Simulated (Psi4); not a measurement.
# SiH2Br2 (dibromosilane) at TPSSh/def2-SVP

Aim: the vertical ionisation energy of SiH2Br2 (dibromosilane) at TPSSh/def2-SVP, from 2 runs. 

The calculation is run with Psi4 1.11.

## 1. The system as given

SiH2Br2 has 5 atoms, charge 0, and is taken as a singlet. SMILES: `Br[SiH2]Br`. The shape is that of a PBE0-D4/def2-TZVP optimisation.

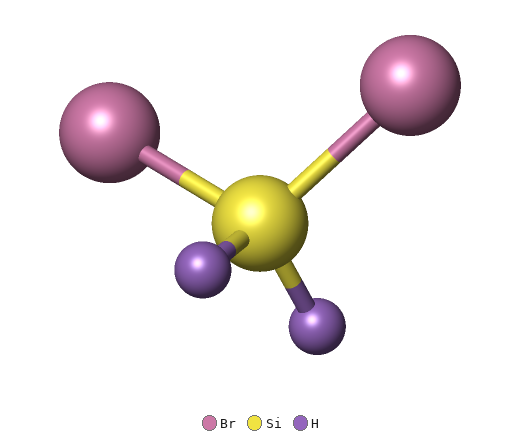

The structure, seen from a chosen angle (bromine pink, silicon yellow, hydrogen purple).

## 2. Energy and gradient at TPSSh/def2-SVP

Contents of br2h2si.xyz:

```xyz
5
Br2H2Si
Br    -1.672690    -1.239290     0.362310
Si     0.158230    -0.046290     0.054680
Br    -0.295570     1.814160    -1.042010
H      1.103430    -0.843230    -0.751710
H      0.706590     0.314640     1.376730
```

Contents of br2h2si_ase.py:

```python
import numpy as np
from ase.calculators.psi4 import Psi4
from ase.io import read

mol = read('br2h2si.xyz')
calc = Psi4(atoms=mol, method='tpssh', basis='def2-SVP', memory='1600MB', num_threads=1, charge=0, multiplicity=1, label='psi4-calc')
calc.psi4.set_options({'puream': True, 'e_convergence': 1e-09, 'd_convergence': 1e-08, 'scf_type': 'pk', 'dft_radial_points': 99, 'dft_spherical_points': 590})
mol.calc = calc

forces = mol.get_forces()
print(f'energy: {mol.get_potential_energy():.6f} eV')
print('forces / eV A^-1')
print(np.round(forces, 5))
```

The run is started by

```bash
$ python br2h2si_ase.py
```

psi4-calc.dat:

```text
[...]
  Running in c1 symmetry.
[...]
  Nuclear repulsion =  448.279262821226382
[...]
  Multiplicity = 1
[...]
  Nalpha       = 43
  Nbeta        = 43
[...]
    Number of basis functions: 92
[...]
   @RKS iter   1: -5437.64272346421876   -2.29514e+00   2.10119e-02 ADIIS/DIIS
[...]
   @RKS iter  10: -5438.23290435092713   -6.36646e-12   2.52853e-09 DIIS
[...]
    Orbital Energies [Eh]
    ---------------------
    Doubly Occupied:
       1A   -482.500457     2A   -482.500438     3A    -66.056352
       4A    -62.249809     5A    -62.249794     6A    -56.051543
       7A    -56.051530     8A    -56.049143     9A    -56.049124
      10A    -56.049000    11A    -56.048984    12A     -8.623062
      13A     -8.623048    14A     -6.445893    15A     -6.445881
      16A     -6.436993    17A     -6.436981    18A     -6.436526
      19A     -6.436514    20A     -5.293719    21A     -3.647381
      22A     -3.645128    23A     -3.642114    24A     -2.569675
      25A     -2.569663    26A     -2.567264    27A     -2.567252
      28A     -2.566905    29A     -2.566893    30A     -2.560008
      31A     -2.560002    32A     -2.559997    33A     -2.559990
      34A     -0.780673    35A     -0.758270    36A     -0.532568
[...]
  @RKS Final Energy: -5438.23290435092713
   => Energetics <=
    Nuclear Repulsion Energy =            448.2792628212263821
    One-Electron Energy =               -8460.1732424901620107
    Two-Electron Energy =                2757.8549890491258338
    DFT Exchange-Correlation Energy =    -184.1939137311177888
    Empirical Dispersion Energy =           0.0000000000000000
    VV10 Nonlocal Energy =                  0.0000000000000000
    Total Energy =                      -5438.2329043509271287
[...]
 Multipole Moments:
 ------------------------------------------------------------------------------------
     Multipole            Electronic (a.u.)      Nuclear  (a.u.)        Total (a.u.)
 ------------------------------------------------------------------------------------
 L = 1.  Multiply by 2.5417464519 to convert [e a0] to [Debye]
 Dipole X            :         -5.9970302            6.4150284            0.4179981
 Dipole Y            :          1.7514901           -1.8737448           -0.1222547
 Dipole Z            :         -2.0709188            2.2153550            0.1444362
 Magnitude           :                                                    0.4588360
[...]
  -Total Gradient:
     Atom            X                  Y                   Z
    ------   -----------------  -----------------  -----------------
       1        0.004318137262     0.003208559608    -0.000940198069
       2       -0.003206994469     0.000933684579    -0.001106724907
       3        0.000767241933    -0.004708871670     0.002704772420
       4       -0.001053416334     0.000588329607     0.000222182143
       5       -0.000846450209    -0.000015443038    -0.000887442073
[...]
```

Standard output:

```text
energy: -147981.854851 eV
forces / eV A^-1
[[-0.22205 -0.16499  0.04835]
 [ 0.16491 -0.04801  0.05691]
 [-0.03945  0.24214 -0.13908]
 [ 0.05417 -0.03025 -0.01143]
 [ 0.04353  0.00079  0.04563]]
```

Run time: 41 s. Hardware: 1 thread of Intel Xeon Platinum 8259CL at 2.50GHz (Skylake/Cascade Lake), shared host; peak memory 1 GiB.

## 3. The doublet cation

Contents of job.inp:

```
memory 1.6 GB

molecule m {
  1 2
  Br    -3.16092599    -2.34191869     0.68466667
  Si     0.29901136    -0.08747542     0.10333022
  Br    -0.55854635     3.42826555    -1.96911352
  H      2.08518050    -1.59347376    -1.42052603
  H      1.33526158     0.59458343     2.60164265
  units bohr
  symmetry c1
  no_reorient
  no_com
}

set {
  reference            uks
  puream               true
  e_convergence        1e-09
  d_convergence        1e-08
  scf_type             pk
  dft_radial_points    99
  dft_spherical_points 590
  maxiter              100
}

energy_value, wavefunction = gradient("tpssh/def2-SVP", return_wfn=True)
oeprop(wavefunction, "DIPOLE", "WIBERG_LOWDIN_INDICES", "MAYER_INDICES", title="TPSSH")
print_variables()
```

The run is started by

```bash
$ psi4 job.inp job.out -n 1
```

job.out, shortened:

```text
[...]
  Running in c1 symmetry.
[...]
  Nuclear repulsion =  448.279263033293944
[...]
  Multiplicity = 2
[...]
  Nalpha       = 43
  Nbeta        = 42
[...]
    Number of basis functions: 92
[...]
   @UKS iter   1: -5437.35765957877902   -2.01008e+00   2.02129e-02 ADIIS/DIIS
[...]
   @UKS iter  13: -5437.84727881272192   -8.18545e-12   6.57512e-09 DIIS
[...]
   @S^2 Observed:                7.532372543E-01
[...]
  @UKS Final Energy: -5437.84727881272192
   => Energetics <=
    Nuclear Repulsion Energy =            448.2792630332939439
    One-Electron Energy =               -8439.7147495874396554
    Two-Electron Energy =                2737.4728120401227898
    DFT Exchange-Correlation Energy =    -183.8846042986992870
    Empirical Dispersion Energy =           0.0000000000000000
    VV10 Nonlocal Energy =                  0.0000000000000000
    Total Energy =                      -5437.8472788127219246
[...]
  -Total Gradient:
     Atom            X                  Y                   Z
    ------   -----------------  -----------------  -----------------
       1        0.002955299427     0.006326362780    -0.002890553517
       2        0.003521415239    -0.001018826845     0.001210520567
       3       -0.002765445132    -0.006401215413     0.002966663439
       4       -0.002927353435     0.003644927171     0.005042050638
       5       -0.000805741671    -0.002544887166    -0.006336210298
[...]
 Multipole Moments:
 ------------------------------------------------------------------------------------
     Multipole            Electronic (a.u.)      Nuclear  (a.u.)        Total (a.u.)
 ------------------------------------------------------------------------------------
 L = 1.  Multiply by 2.5417464519 to convert [e a0] to [Debye]
 Dipole X            :        122.0314454         -122.5749308           -0.5434854
 Dipole Y            :        -35.6398212           35.7985939            0.1587727
 Dipole Z            :         42.1401955          -42.3279000           -0.1877045
 Magnitude           :                                                    0.5965049
[...]
```

It took 66 s on 1 thread of Intel Xeon Platinum 8259CL at 2.50GHz (Skylake/Cascade Lake), shared host; peak memory 0.96 GiB.

## 4. What came out

At TPSSh/def2-SVP:

```
                                          quantity           value
                     singlet SiH2Br2: total energy  -5438.23290 Eh
                    singlet SiH2Br2: dipole moment          1.17 D
                      singlet SiH2Br2: HOMO energy        -7.91 eV
                      singlet SiH2Br2: LUMO energy        -0.74 eV
                    singlet SiH2Br2: HOMO–LUMO gap         7.17 eV
         singlet SiH2Br2: largest force on an atom      0.282 eV/Å
                      doublet cation: total energy  -5437.84728 Eh
doublet cation: HOMO energy (highest over α and β)       -13.80 eV
 doublet cation: LUMO energy (lowest over α and β)       -13.06 eV
                              doublet cation: ⟨S²⟩           0.753
          doublet cation: largest force on an atom      0.390 eV/Å
vertical ionisation energy (to the doublet cation)       10.493 eV
```

Removing an electron at fixed nuclei costs 10.49 eV (1012 kJ/mol). The largest force (singlet SiH2Br2) is 0.28 eV/Å: the shape isn't a stationary point for this species at this level. −ε(HOMO) before ionisation, 7.91 eV, is 2.58 eV below this ionisation energy.
